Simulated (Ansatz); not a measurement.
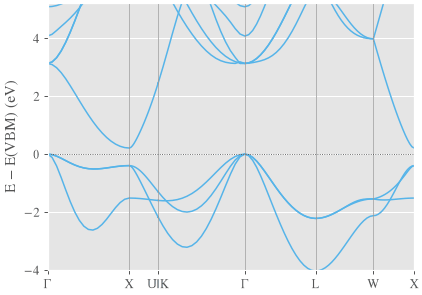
Figure. Band structure from PBE (plane waves, PAW; program Ansatz)

Q: Read off the gap and where the band edges lie.

A: About 0.2 eV (0.21 eV by a search for the band edges); maximum at Γ, minimum at X.

Q: Which compound is it?
A) CdS, zinc blende
B) ZnSe, zinc blende
C) YN, rock salt
D) BP, zinc blende

A: C, YN, rock salt

Space group Fm-3m (rock salt). The cell was relaxed with PBE under the symmetry of its start. The run is not spin-polarised. Scalar-relativistic: spin–orbit coupling is off unless named, which matters more the heavier the elements.

Potentials: the later of the program's two PAW sets.
